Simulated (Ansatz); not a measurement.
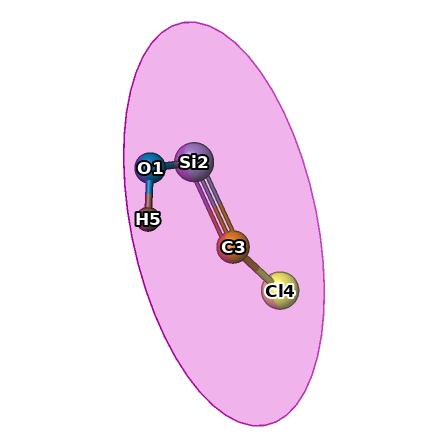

A disc through the centre of mass is drawn in. Distant atoms are faded towards the background colour. The computed structure is the end point of a PBE0-D4/def2-TZVP optimisation. No frequency run is at hand to confirm it as a minimum.

Is the plane of the disc a mirror plane of the structure?

Yes. The reflection leaves O1, Si2, C3, Cl4, H5 in place. The point group is Cs.
